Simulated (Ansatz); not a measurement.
AlH5O4

Input file:

```
crystal:
  periodic: [false, false, false]
  atoms:
    - {symbol: Al, position_ang: [-0.202902, -0.300574, 0.081087]}
    - {symbol: O, position_ang: [-1.298418, 0.884043, 0.703626]}
    - {symbol: O, position_ang: [1.291071, -0.548106, 0.922688]}
    - {symbol: O, position_ang: [-0.921293, -1.530347, -0.868539]}
    - {symbol: O, position_ang: [0.731865, 1.095618, -0.958220]}
    - {symbol: H, position_ang: [-2.245251, 0.743174, 0.727867]}
    - {symbol: H, position_ang: [1.408903, -1.085019, 1.705545]}
    - {symbol: H, position_ang: [-0.430985, -2.276586, -1.213830]}
    - {symbol: H, position_ang: [1.554611, 1.115735, -0.437774]}
    - {symbol: H, position_ang: [0.195599, 1.850861, -0.659451]}
basis:
  gaussian:
    orbitals: def2-TZVPD
output: {forces: true, orbitals: {seedname: orbitals}}
hamiltonian:
  xc: {name: PBE0}
```

Run with:

```sh
ansatz run input.yaml --threads 2 --pin off --max-ram 5220MiB --events-out events.jsonl --progress --plain --runs-dir runs
```

Geometry: PBE0-D4/def2-SVP.

These are results of isolated molecule in a Gaussian basis; Kohn-Sham density functional theory, functional PBE0 in Ansatz 0.2.0, not measurements.

Q: What can the converged electron density and electron localisation function tell about the bonding?

A: Al–O (1.73 Å): ρ is about 0.85 e/Å³ halfway; the ELF peaks at about 0.90 in the valence shell of O, 0.6 Å from its nucleus, and is about 0.50 at the midpoint.
O–H (0.97 Å): ρ at the midpoint is about 3.8 e/Å³; the ELF climbs to about 1 towards the hydrogen, as it does in any bond to H: an ordinary covalent bond to hydrogen.
Al–O (1.98 Å): ρ is about 0.48 e/Å³ halfway; the ELF peaks at about 0.90 in the valence shell of O, 0.6 Å from its nucleus, and is about 0.60 at the midpoint.

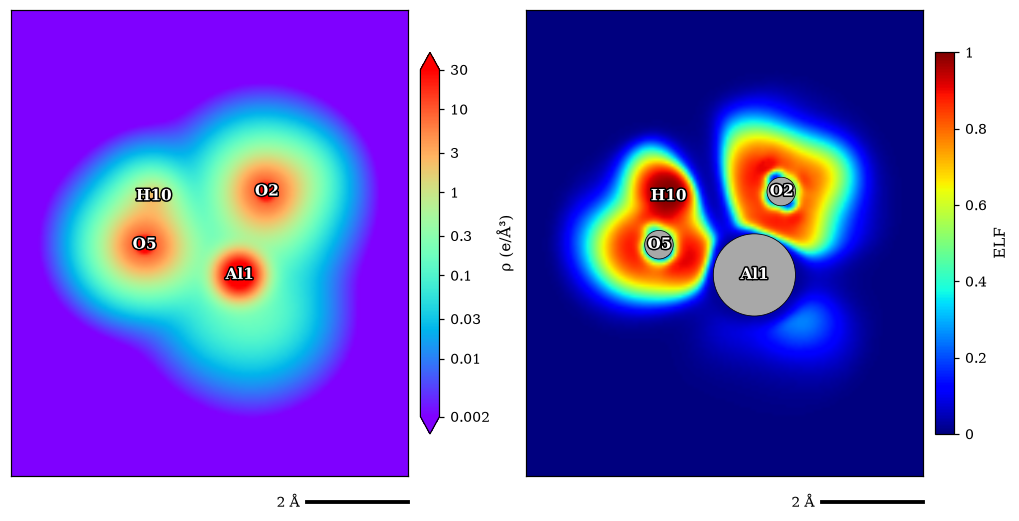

Computed electron density and electron localisation function on the plane of atoms O2, Al1 and O5, in this order. Grey discs cover the atomic cores in the ELF map. 
